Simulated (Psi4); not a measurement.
# Si3NH9 (trisilylamine): PBE0/cc-pVDZ

What is the vertical ionisation energy of Si3NH9 (trisilylamine) at PBE0/cc-pVDZ? 

Program for the calculation: Psi4 1.11.

4 further runs of the same task are left out: 4 set aside as unsound or not needed. Runs told in other sessions of the task aren't counted.

## Step 1: Starting point

Si3NH9: 13 atoms, total charge 0, spin state singlet. As SMILES, `[SiH3]N([SiH3])[SiH3]`. The shape is that of a PBE0-D4/def2-TZVP optimisation.

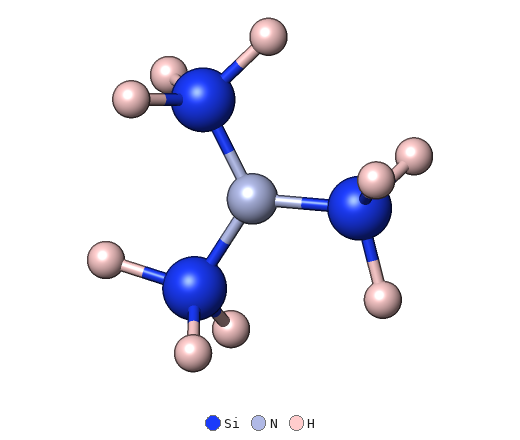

The structure, seen from a chosen angle (silicon blue, nitrogen light blue, hydrogen pink).

## Step 2: The energy at PBE0/cc-pVDZ

h9nsi3.in

```
memory 1600 MB

molecule mol {
  0 1
  Si    -0.98161824     2.72258512    -1.54173306
  N     -0.00130391    -0.00017008     0.00066140
  Si     1.48317045     0.21176271     2.91694345
  Si    -0.50189236    -2.93457460    -1.37471906
  H     -2.16961346     1.92614115    -3.96220766
  H     -2.85868320     4.14930945    -0.01358713
  H      1.18268510     4.42859207    -2.08888436
  H      0.03811578    -1.14834877     4.90593689
  H      4.07825574    -0.86139386     2.82865545
  H      1.63038011     2.94013039     3.57951923
  H     -3.23857484    -3.42707502    -1.77689058
  H      0.53972468    -4.86625264     0.38257505
  H      0.79933525    -3.14070592    -3.85630741
  units au
  symmetry c1
}

set {
  basis                cc-pVDZ
  puream               true
  scf_type             pk
  dft_radial_points    50
  dft_spherical_points 194
}

result, w = energy("pbe0", return_wfn=True)
print_variables()
```

Command:

```sh
$ psi4 -n 1 h9nsi3.in h9nsi3.out
```

h9nsi3.out, shortened:

```text
[...]
  Running in c1 symmetry.
[...]
  Nuclear repulsion =  292.486262596805659
[...]
  Multiplicity = 1
[...]
  Nalpha       = 29
  Nbeta        = 29
[...]
    Number of basis functions: 113
[...]
   @RKS iter   1:  -927.98814999687932   -2.02547e-01   6.24173e-03 ADIIS/DIIS
[...]
   @RKS iter   7:  -928.22265493015664   -8.20224e-08   2.42563e-07 DIIS
[...]
    Orbital Energies [Eh]
    ---------------------
    Doubly Occupied:
       1A    -66.283604     2A    -66.283575     3A    -66.283568
       4A    -14.379425     5A     -5.352901     6A     -5.352876
       7A     -5.352865     8A     -3.687723     9A     -3.687697
      10A     -3.687687    11A     -3.686250    12A     -3.686225
      13A     -3.686216    14A     -3.685733    15A     -3.685706
      16A     -3.685703    17A     -0.872109    18A     -0.579420
      19A     -0.579399    20A     -0.514211    21A     -0.419293
      22A     -0.419281    23A     -0.407552    24A     -0.357033
      25A     -0.356999    26A     -0.352177    27A     -0.352170
      28A     -0.343759    29A     -0.274591
[...]
  @RKS Final Energy:  -928.22265493015664
   => Energetics <=
    Nuclear Repulsion Energy =            292.4862625968056591
    One-Electron Energy =               -1865.8882843769306419
    Two-Electron Energy =                 700.1069313222966457
    DFT Exchange-Correlation Energy =     -54.9275644723283989
    Empirical Dispersion Energy =           0.0000000000000000
    VV10 Nonlocal Energy =                  0.0000000000000000
    Total Energy =                       -928.2226549301566365
[...]
 Multipole Moments:
 ------------------------------------------------------------------------------------
     Multipole            Electronic (a.u.)      Nuclear  (a.u.)        Total (a.u.)
 ------------------------------------------------------------------------------------
 L = 1.  Multiply by 2.5417464519 to convert [e a0] to [Debye]
 Dipole X            :         -0.0018013            0.0019030            0.0001017
 Dipole Y            :         -0.0007447            0.0005445           -0.0002002
 Dipole Z            :          0.0014755           -0.0015026           -0.0000272
 Magnitude           :                                                    0.0002261
[...]
```

It took 32 s on 1 thread of Intel Xeon at 2.60GHz (Ice Lake), shared host; peak memory 0.68 GiB.

## Step 3: The doublet cation

calc.inp

```
memory 1600 mb

molecule system {
  1 2
  Si    -0.98161824     2.72258512    -1.54173306
  N     -0.00130391    -0.00017008     0.00066140
  Si     1.48317045     0.21176271     2.91694345
  Si    -0.50189236    -2.93457460    -1.37471906
  H     -2.16961346     1.92614115    -3.96220766
  H     -2.85868320     4.14930945    -0.01358713
  H      1.18268510     4.42859207    -2.08888436
  H      0.03811578    -1.14834877     4.90593689
  H      4.07825574    -0.86139386     2.82865545
  H      1.63038011     2.94013039     3.57951923
  H     -3.23857484    -3.42707502    -1.77689058
  H      0.53972468    -4.86625264     0.38257505
  H      0.79933525    -3.14070592    -3.85630741
  units au
  symmetry c1
}

set basis cc-pVDZ
set reference uks
set puream true
set scf_type pk
set dft_radial_points 50
set dft_spherical_points 194
set maxiter 100

energy('pbe0')
print_variables()
```

Command:

```sh
$ psi4 calc.inp calc.out -n 1
```

calc.out, shortened:

```text
[...]
  Running in c1 symmetry.
[...]
  Nuclear repulsion =  292.486262596805659
[...]
  Multiplicity = 2
[...]
  Nalpha       = 29
  Nbeta        = 28
[...]
    Number of basis functions: 113
[...]
   @UKS iter   1:  -927.74131050062397    4.42930e-02   4.81421e-03 ADIIS/DIIS
[...]
   @UKS iter   9:  -927.88189487350076   -3.28392e-08   3.82588e-07 DIIS
[...]
   @S^2 Observed:                7.580404550E-01
[...]
    Orbital Energies [Eh]
    ---------------------
    Alpha Occupied:
       1A    -66.476749     2A    -66.476732     3A    -66.476726
       4A    -14.664574     5A     -5.549112     6A     -5.549101
       7A     -5.549088     8A     -3.884850     9A     -3.884835
      10A     -3.884826    11A     -3.881471    12A     -3.881462
      13A     -3.881450    14A     -3.881145    15A     -3.881133
      16A     -3.881121    17A     -1.143228    18A     -0.796265
      19A     -0.796244    20A     -0.710238    21A     -0.655996
      22A     -0.635206    23A     -0.635191    24A     -0.553364
      25A     -0.553351    26A     -0.545461    27A     -0.545439
      28A     -0.526835    29A     -0.517431
    Alpha Virtual:
[...]
  @UKS Final Energy:  -927.88189487350076
   => Energetics <=
    Nuclear Repulsion Energy =            292.4862625968056591
    One-Electron Energy =               -1854.0836723414672633
    Two-Electron Energy =                 688.4018027415711458
    DFT Exchange-Correlation Energy =     -54.6862878704103821
    Empirical Dispersion Energy =           0.0000000000000000
    VV10 Nonlocal Energy =                  0.0000000000000000
    Total Energy =                       -927.8818948735007552
  UHF NO Occupations:
  HONO-2 :   27  A 1.9995224
  HONO-1 :   28  A 1.9979473
[...]
 Multipole Moments:
 ------------------------------------------------------------------------------------
     Multipole            Electronic (a.u.)      Nuclear  (a.u.)        Total (a.u.)
 ------------------------------------------------------------------------------------
 L = 1.  Multiply by 2.5417464519 to convert [e a0] to [Debye]
 Dipole X            :         -0.0017619            0.0019030            0.0001410
 Dipole Y            :         -0.0011226            0.0005445           -0.0005781
 Dipole Z            :          0.0012595           -0.0015026           -0.0002431
 Magnitude           :                                                    0.0006428
[...]
```

It took 38 s on 1 thread of Intel Xeon at 2.60GHz (Ice Lake), shared host; peak memory 0.68 GiB.

## Step 4: What came out

Level: PBE0/cc-pVDZ.

| quantity | value |
| --- | --- |
| singlet Si3NH9: total energy | -928.22265 Eh |
| singlet Si3NH9: dipole moment | 0.00 D |
| singlet Si3NH9: HOMO energy | -7.47 eV |
| singlet Si3NH9: LUMO energy | -0.03 eV |
| singlet Si3NH9: HOMO–LUMO gap | 7.44 eV |
| doublet cation: total energy | -927.88189 Eh |
| doublet cation: HOMO energy (highest over α and β) | -14.08 eV |
| doublet cation: LUMO energy (lowest over α and β) | -11.06 eV |
| doublet cation: ⟨S²⟩ | 0.758 |
| vertical ionisation energy (to the doublet cation) | 9.273 eV |

In words: The vertical ionisation energy comes to 9.27 eV (895 kJ/mol). −ε(HOMO) before ionisation, 7.47 eV, is 1.80 eV below this ionisation energy.
